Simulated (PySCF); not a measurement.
System: C2H9O4PSi (SMILES COP(=O)(OC)O[SiH3]).

```yaml
atoms:
  - { symbol: C, position_ang: [-1.9805, -1.5384, -0.0309] }
  - { symbol: O, position_ang: [-0.7667, -1.1096, 0.5640] }
  - { symbol: P, position_ang: [0.0054, 0.0870, -0.1495] }
  - { symbol: O, position_ang: [0.0291, 0.0568, -1.6105] }
  - { symbol: O, position_ang: [-0.6870, 1.3849, 0.4749] }
  - { symbol: C, position_ang: [-0.5905, 2.6068, -0.2359] }
  - { symbol: O, position_ang: [1.4012, 0.0263, 0.5672] }
  - { symbol: Si, position_ang: [2.5651, -1.1301, 0.5326] }
  - { symbol: H, position_ang: [-1.9098, -1.4729, -1.1183] }
  - { symbol: H, position_ang: [-2.1356, -2.5728, 0.2747] }
  - { symbol: H, position_ang: [-2.8114, -0.9222, 0.3171] }
  - { symbol: H, position_ang: [-0.4887, 2.4118, -1.3048] }
  - { symbol: H, position_ang: [-1.5057, 3.1660, -0.0410] }
  - { symbol: H, position_ang: [0.2721, 3.1767, 0.1137] }
  - { symbol: H, position_ang: [2.9396, -1.4321, -0.8481] }
  - { symbol: H, position_ang: [3.5871, -0.3981, 1.2741] }
  - { symbol: H, position_ang: [2.0694, -2.3280, 1.2106] }
```

Geometry: GFN2-xTB.

Method: PBE0/pcSseg-1, SCF density, gas phase, non-relativistic in PySCF.

> What will maps of the electron density and electron localisation function show?

Si–O (1.64 Å): the density is about 1.1 e/Å³ at the midpoint; the ELF peaks at about 0.85 between the atoms: a shared but strongly polarised pair.
P–O (1.57 Å): the density is about 1.5 e/Å³ at the midpoint; the ELF peaks at about 0.85 between the atoms, as expected for a short, strongly polar bond.
Si–H (1.46 Å): the density is about 0.83 e/Å³ at the midpoint; the ELF climbs to about 1 towards the hydrogen, as it does in any bond to H.

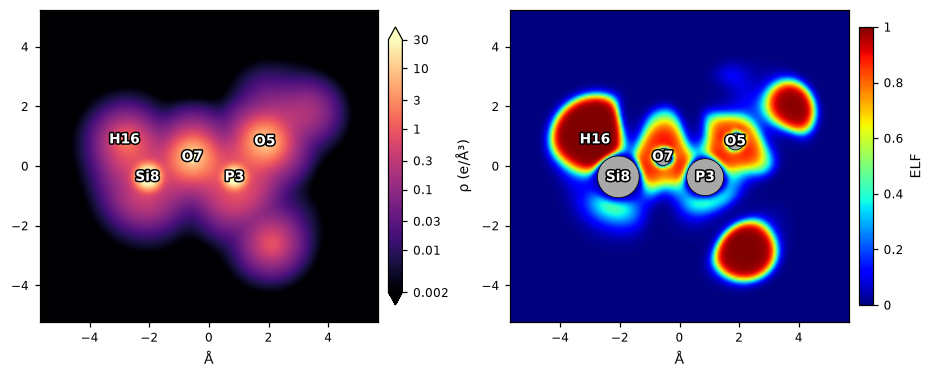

Computed electron density and electron localisation function on the plane of atoms O7, Si8 and H16, in this order. Grey discs cover the atomic cores in the ELF map. 
